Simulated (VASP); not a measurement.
Band structure of AlAs (zinc blende). These are revPBE GGA, VASP's PBE PAW potentials (set 64) (plane waves; VASP) values and carry that method's errors.

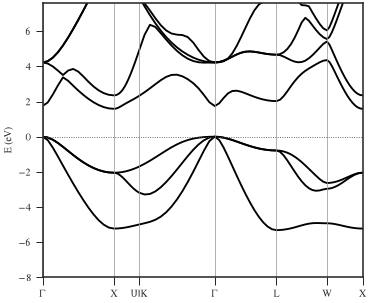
Bands along high-symmetry lines, zero at the valence-band maximum or, without a gap, the Fermi level

Read the plot: is there a gap, and where are the band edges?

The gap is indirect, 1.58 eV, from the valence maximum at Γ to the conduction minimum at X. (Edges off the drawn lines would not show.)

Measured: gap 2.28 eV (computed value off by -0.70 eV), as given by Wei Chen et al., Physical Review Materials (2018), doi:10.1103/physrevmaterials.2.073803 [zero-point renormalisation of 0.04 eV added back (the table's ZPR column)].

The compound is AlAs in the zinc blende structure. It was relaxed first, which changed the volume by +6 %.
